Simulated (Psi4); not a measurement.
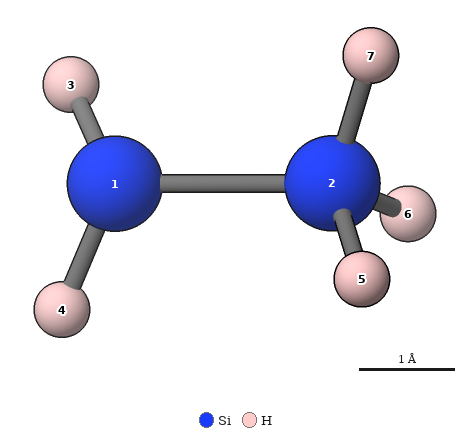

Figure 1. The structure (ball-and-stick view, seen at a tilt; atoms are numbered from 1 in the order of the input). Bond lengths as drawn: H–Si 1.49 Å and Si–Si 2.32 Å.

**Single-point calculation, with input and output: Si$_{2}$H$_{5}$**

Si$_{2}$H$_{5}$, multiplicity 4, computed with wB97X-D/def2-SVPD, UKS (Psi4 1.11).

The geometry is that of the parent species in another charge or spin state. The geometry comes from this level: PBE0-D4/def2-TZVP.

### What the program printed
```
Psi4 1.11 release

   => Loading Basis Set <=

    Name: DEF2-SVPD
    Role: ORBITAL
    Keyword: BASIS

   => WB97X-D: Empirical Dispersion <=

    Chai and Head-Gordon Dispersion Correction

        s6 =       1.000000

         ---------------------------------------------------------
                                   SCF
                              UKS Reference
                        1 Threads,   1525 MiB Core
         ---------------------------------------------------------

  ==> Geometry <==

    Molecular point group: c1
    Full point group: C1

    Geometry (in Angstrom), charge = 0, multiplicity = 4:

       Center              X                  Y                   Z               Mass
    ------------   -----------------  -----------------  -----------------  -----------------
         SI          -0.276184658802    -1.151376724967    -0.078433974974    27.976926534650
         SI           0.291315341198     1.099023275033     0.050666025026    27.976926534650
         H           -0.069184658802    -1.914076724967     1.182966025026     1.007825032230
         H           -1.640184658802    -1.414776724967    -0.612933974974     1.007825032230
         H            0.143415341198     1.712623275033    -1.295333974974     1.007825032230
         H           -0.562384658802     1.852923275033     1.011266025026     1.007825032230
         H            1.708315341198     1.216623275033     0.484866025026     1.007825032230

  Running in c1 symmetry.

  Rotational constants: A =      1.77219  B =      0.17925  C =      0.17481 [cm^-1]
  Rotational constants: A =  53128.88996  B =   5373.81483  C =   5240.81142 [MHz]
  Nuclear repulsion =   82.797384022765954

  Charge       = 0
  Multiplicity = 4
  Electrons    = 33
  Nalpha       = 18
  Nbeta        = 15

  ==> Algorithm <==

  SCF Algorithm Type is PK.
  DIIS enabled.
  MOM disabled.
  Fractional occupation disabled.
  Guess Type is SAD.
  Energy threshold   = 1.00e-06
  Density threshold  = 1.00e-06
  Integral threshold = 1.00e-12

  ==> Primary Basis <==

  Basis Set: DEF2-SVPD
    Blend: DEF2-SVPD
    Number of shells: 40
    Number of basis functions: 88
    Number of Cartesian functions: 92
    Spherical Harmonics?: true
    Max angular momentum: 2

  ==> DFT Potential <==

   => LibXC <=

    Version 7.1.2

   => Composite Functional: WB97X-D <=

    wB97X-D Hyb-GGA Exchange-Correlation Functional

    Deriv               =              1
    GGA                 =           TRUE
    Meta                =          FALSE

    Exchange Hybrid     =           TRUE
    MP2 Hybrid          =          FALSE

   => Exchange-Correlation Functionals <=

    1.0000   wB97X-D range-separated functional

   => Exact (HF) Exchange <=

    0.7780            HF,LR [omega = 0.2000]
    0.2220               HF

   => LibXC Density Thresholds  <==

    XC_HYB_GGA_XC_WB97X_D:  1.00E-14

   => Molecular Quadrature <=

    Radial Scheme          =       TREUTLER
    Pruning Scheme         =           NONE
    Nuclear Scheme         =       TREUTLER

    Blocking Scheme        =         OCTREE
    BS radius alpha        =              1
    Pruning alpha          =              1
    Radial Points          =             99
    Spherical Points       =            590
    Total Points           =         391859
    Total Blocks           =           2814
    Max Points             =            256
    Max Functions          =             87
    Weights Tolerance      =       1.00E-15

  ==> Integral Setup <==

  Using in-core PK algorithm.
   Calculation information:
      Number of atoms:                   7
      Number of AO shells:              40
      Number of primitives:             70
      Number of atomic orbitals:        92
      Number of basis functions:        88

      Integral cutoff                 1.00e-12
      Number of threads:                 1

  Performing in-core PK
  Using 23008458 doubles for integral storage.
  We computed 326667 shell quartets total.
  Whereas there are 336610 unique shell quartets.

  Computing range-separated integrals for PK
  We computed 326667 wK shell quartets total.
  Whereas there are 336610 wK unique shell quartets.

  ==> DiskJK: Disk-Based J/K Matrices <==

    J tasked:                  Yes
    K tasked:                  Yes
    wK tasked:                 Yes
    Omega:               2.000E-01
    Memory [MiB]:              457
    Schwarz Cutoff:          1E-12

  Cached 50.0% of DFT collocation blocks in 0.427 [GiB].

  Minimum eigenvalue in the overlap matrix is 3.6589598325E-04.
  Reciprocal condition number of the overlap matrix is 5.2664987697E-05.
    Using symmetric orthogonalization.

  ==> Pre-Iterations <==

  SCF Guess: Superposition of Atomic Densities via on-the-fly atomic UHF (no occupation information).

   -------------------------
    Irrep   Nso     Nmo
   -------------------------
     A         88      88
   -------------------------
    Total      88      88
   -------------------------

  ==> Iterations <==

                        Total Energy        Delta E     RMS |[F,P]|

   @UKS iter SAD:  -581.13741337271176   -5.81137e+02   0.00000e+00
   @UKS iter   1:  -581.47162175536494   -3.34208e-01   1.44631e-03 ADIIS/DIIS
   @UKS iter   2:  -581.48929525219205   -1.76735e-02   5.42048e-04 ADIIS/DIIS
   @UKS iter   3:  -581.49193257660465   -2.63732e-03   1.86773e-04 ADIIS/DIIS
   @UKS iter   4:  -581.49267156759595   -7.38991e-04   6.94894e-05 DIIS
   @UKS iter   5:  -581.49283846217486   -1.66895e-04   3.34846e-05 DIIS
   @UKS iter   6:  -581.49290900039068   -7.05382e-05   1.69112e-05 DIIS
   @UKS iter   7:  -581.49293257444378   -2.35741e-05   7.81228e-06 DIIS
   @UKS iter   8:  -581.49293740673534   -4.83229e-06   2.41646e-06 DIIS
   @UKS iter   9:  -581.49293775728461   -3.50549e-07   7.68920e-07 DIIS
  Energy and wave function converged.

  ==> Post-Iterations <==

   Electrons on quadrature grid:
      Nalpha   =   18.0000005804 ; deviation = 5.804e-07
      Nbeta    =   15.0000000102 ; deviation = 1.019e-08
      Ntotal   =   33.0000005906 ; deviation = 5.906e-07

   @Spin Contamination Metric:   4.342359692E-03
   @S^2 Expected:                3.750000000E+00
   @S^2 Observed:                3.754342360E+00
   @S   Expected:                1.500000000E+00
   @S   Observed:                1.500000000E+00

    Orbital Energies [Eh]
    ---------------------

    Alpha Occupied:

       1A    -66.315666     2A    -66.309872     3A     -5.443860
       4A     -5.437136     5A     -3.796210     6A     -3.794241
       7A     -3.790900     8A     -3.787451     9A     -3.783345
      10A     -3.782101    11A     -0.706265    12A     -0.616005
      13A     -0.476795    14A     -0.458799    15A     -0.446420
      16A     -0.445686    17A     -0.311980    18A     -0.139173

    Alpha Virtual:

      19A      0.051813    20A      0.065455    21A      0.075680
      22A      0.095366    23A      0.100863    24A      0.122955
      25A      0.132221    26A      0.177493    27A      0.180695
      28A      0.186346    29A      0.192815    30A      0.206217
      31A      0.212873    32A      0.239549    33A      0.266983
      34A      0.284576    35A      0.291867    36A      0.295705
      37A      0.301106    38A      0.327369    39A      0.330631
      40A      0.340968    41A      0.351372    42A      0.354574
      43A      0.375587    44A      0.389228    45A      0.389430
      46A      0.425029    47A      0.448482    48A      0.453572
      49A      0.459317    50A      0.479381    51A      0.493228
      52A      0.517535    53A      0.570509    54A      0.600108
      55A      0.619360    56A      0.674397    57A      0.685416
      58A      0.715047    59A      0.717517    60A      0.721897
      61A      0.768784    62A      0.775210    63A      0.785224
      64A      0.817164    65A      0.819976    66A      0.849377
      67A      0.857972    68A      0.968819    69A      1.081063
      70A      1.098221    71A      1.104757    72A      1.106774
      73A      1.141129    74A      1.660118    75A      1.716694
      76A      1.752670    77A      1.765865    78A      1.783133
      79A      1.818347    80A      1.852418    81A      1.921131
      82A      1.957647    83A      1.966053    84A      2.104961
      85A      2.137233    86A      2.284663    87A      2.316454
      88A      2.337182

    Beta Occupied:

       1A    -66.310498     2A    -66.308059     3A     -5.438337
       4A     -5.435316     5A     -3.787453     6A     -3.785124
       7A     -3.783626     8A     -3.782760     9A     -3.782254
      10A     -3.780246    11A     -0.647439    12A     -0.572011
      13A     -0.445024    14A     -0.440825    15A     -0.417797

    Beta Virtual:

      16A     -0.172669    17A     -0.058288    18A      0.068926
      19A      0.075923    20A      0.083115    21A      0.097811
      22A      0.110033    23A      0.114378    24A      0.137626
      25A      0.150262    26A      0.184901    27A      0.187177
      28A      0.194138    29A      0.201580    30A      0.210903
      31A      0.226689    32A      0.252822    33A      0.279351
      34A      0.301107    35A      0.302733    36A      0.309393
      37A      0.319021    38A      0.333313    39A      0.339336
      40A      0.340926    41A      0.357671    42A      0.360806
      43A      0.386824    44A      0.392711    45A      0.397012
      46A      0.432329    47A      0.452770    48A      0.464867
      49A      0.467286    50A      0.493496    51A      0.493823
      52A      0.523855    53A      0.600372    54A      0.617594
      55A      0.652829    56A      0.692921    57A      0.697998
      58A      0.719262    59A      0.724692    60A      0.752606
      61A      0.793096    62A      0.799809    63A      0.811337
      64A      0.838049    65A      0.847811    66A      0.865899
      67A      0.871983    68A      0.984565    69A      1.100529
      70A      1.118049    71A      1.122350    72A      1.124897
      73A      1.162492    74A      1.671759    75A      1.738432
      76A      1.764561    77A      1.782195    78A      1.804215
      79A      1.842193    80A      1.865952    81A      1.943410
      82A      1.972574    83A      1.978610    84A      2.118659
      85A      2.159397    86A      2.305675    87A      2.327407
      88A      2.354531

    Final Occupation by Irrep:
              A
    DOCC [    15 ]
    SOCC [     3 ]
    NA   [    18 ]
    NB   [    15 ]

  @UKS Final Energy:  -581.49293775728461

   => Energetics <=

    Nuclear Repulsion Energy =             82.7973840227659537
    One-Electron Energy =                -968.5075356398128861
    Two-Electron Energy =                 335.5948477862113464
    DFT Exchange-Correlation Energy =     -31.3757342453348151
    Empirical Dispersion Energy =          -0.0018996811141484
    VV10 Nonlocal Energy =                  0.0000000000000000
    Total Energy =                       -581.4929377572844942

  UHF NO Occupations:
  HONO-2 :   16  A 1.0000000
  HONO-1 :   17  A 1.0000000
  HONO-0 :   18  A 1.0000000
  LUNO+0 :   19  A 0.0008373
  LUNO+1 :   20  A 0.0004051
  LUNO+2 :   21  A 0.0003828
  LUNO+3 :   22  A 0.0003655

Computation Completed

Properties will be evaluated at   0.000000,   0.000000,   0.000000 [a0]

Properties computed using the SCF density matrix

 Multipole Moments:

 ------------------------------------------------------------------------------------
     Multipole            Electronic (a.u.)      Nuclear  (a.u.)        Total (a.u.)
 ------------------------------------------------------------------------------------

 L = 1.  Multiply by 2.5417464519 to convert [e a0] to [Debye]
 Dipole X            :          0.3610198           -0.3934292           -0.0324094
 Dipole Y            :         -1.3865728            1.3612984           -0.0252744
 Dipole Z            :         -0.7019428            0.7220243            0.0200816
 Magnitude           :                                                    0.0457431

 ------------------------------------------------------------------------------------

	total time  =         13 seconds =       0.22 minutes

    Psi4 run time: 0:00:12.98
```

This output came from the following input.

### The input (calc.inp)
```
memory 1.6 GB

molecule geom {
  0 4
  Si    -0.209600    -1.361200    -0.191100
  Si     0.357900     0.889200    -0.062000
  H     -0.002600    -2.123900     1.070300
  H     -1.573600    -1.624600    -0.725600
  H      0.210000     1.502800    -1.408000
  H     -0.495800     1.643100     0.898600
  H      1.774900     1.006800     0.372200
  symmetry c1
}

set {
  basis def2-SVPD
  reference uks
  puream true
  scf_type pk
  dft_radial_points 99
  dft_spherical_points 590
  maxiter 150
}

e, wfn = energy("wb97x-d", return_wfn=True)
```

Launch command:
```bash
psi4 -i calc.inp -o calc.out -n 1
```

### Key numbers

- outcome: converged
- total energy: −581.492938 hartree
- dispersion energy: −0.001900 hartree
- basis functions: 88
- ⟨S²⟩: 3.754
- dipole moment: 0.12 D
- hardware: 1 thread of AMD EPYC (Zen 5), 16 GiB of memory available, shared host
- wall time: 14 s
- peak memory: 0.84 GiB
